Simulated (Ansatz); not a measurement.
```xyz
14

C    -1.1243   -1.7888   -0.1497
C    -0.3470    1.3081   -2.0512
C     1.0452    1.4044   -1.9342
C     1.6852    0.4173   -1.1744
B    -0.4603   -0.3514   -0.2287
Cl   -0.6465    0.7107    1.2821
O    -1.0593    0.4605   -1.3960
O     1.0573   -0.4672   -0.4828
H    -0.6922   -2.3758    0.6853
H    -2.2152   -1.7083    0.0288
H    -0.9732   -2.3656   -1.0865
H    -0.9093    1.9429   -2.7646
H     1.6173    2.1336   -2.5195
H     2.7892    0.3219   -1.1689
```

Geometry: PBE-D3(BJ)/def2-SVP.

All numbers below come from isolated molecule in a Gaussian basis; Kohn-Sham density functional theory, functional PBE0 (Ansatz).

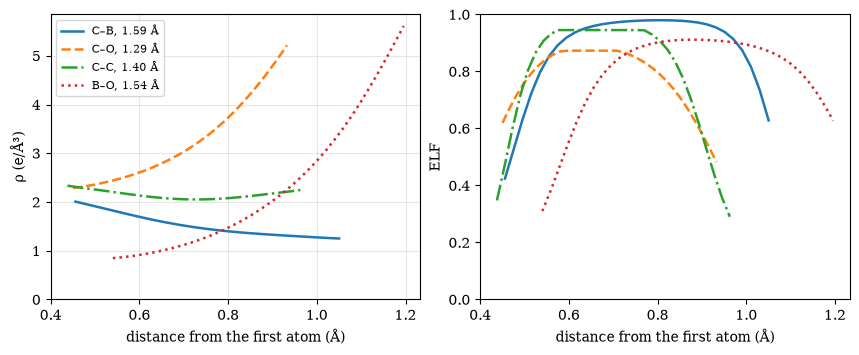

C$_{4}$H$_{6}$BClO$_{2}$. Total electron density and electron localisation function along straight lines between neighbouring atoms. The curves leave out the atomic cores.

What can be read from the curves?

C–B (1.59 Å): ρ is about 1.4 e/Å³ halfway; the ELF peaks at about 1 between the atoms: localised, covalent bonding.
C–O (1.29 Å): ρ at the midpoint is about 2.8 e/Å³; the ELF peaks at about 0.85 between the atoms (a polar covalent bond).
C–C (1.40 Å): the density is about 2.1 e/Å³ at the midpoint; the ELF peaks at about 0.95 between the atoms, as expected for localised, covalent bonding.
B–O (1.54 Å): the density is about 1.4 e/Å³ at the midpoint; the ELF peaks at about 0.90 between the atoms, as expected for a polar covalent bond.
